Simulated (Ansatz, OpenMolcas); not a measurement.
# Exact exchange and the HOMO–LUMO gap of C2F3N (cyanotrifluoromethane)

The species is C2F3N (6 atoms), meant as a singlet with charge 0. SMILES: `N#CC(F)(F)F`. The shape is that of a PBE0-D4/def2-TZVP optimisation.

The HOMO–LUMO gap y, in eV, basis cc-pVDZ; a is the functional's share of exact exchange. Programs: Ansatz 0.2.0, OpenMolcas 26.06.

| functional | program | a | y (eV) |
| --- | --- | --- | --- |
| BLYP | Ansatz | 0 | 7.77 |
| TPSS | OpenMolcas | 0 | 8.02 |
| B3LYP | Ansatz | 0.2 | ? |
| PBE0 | Ansatz | 0.25 | 10.46 |
| r2SCAN0 | Ansatz | 0.25 | 10.81 |
| BHLYP | Ansatz | 0.5 | 13.05 |

Fit y = c + s·a to the known rows and predict B3LYP.


1. Means of the 5 rows: a = 0.2000, y = 10.022.
2. Σ(Δa)² = 0.175, Σ(Δa·Δy) = 1.8205, so the slope is 1.8205/0.175 = 10.403.
3. Intercept: 10.022 − (10.403) × 0.2000 = 7.941. The largest residual of the fit is 0.27.
4. B3LYP: 7.941 + (10.403) × 0.2 = 10.02 eV.

The run gave 9.90 eV, so the prediction is off by +0.12 eV, within the scatter of the fit. Exact exchange lowers occupied levels and raises empty ones. The rows mix families of semi-local functionals, which the line can't see.

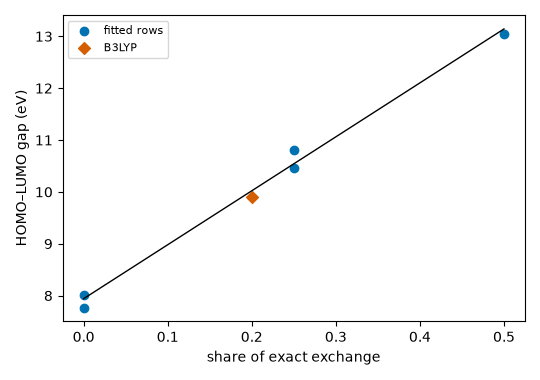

The fitted line, with the withheld row.
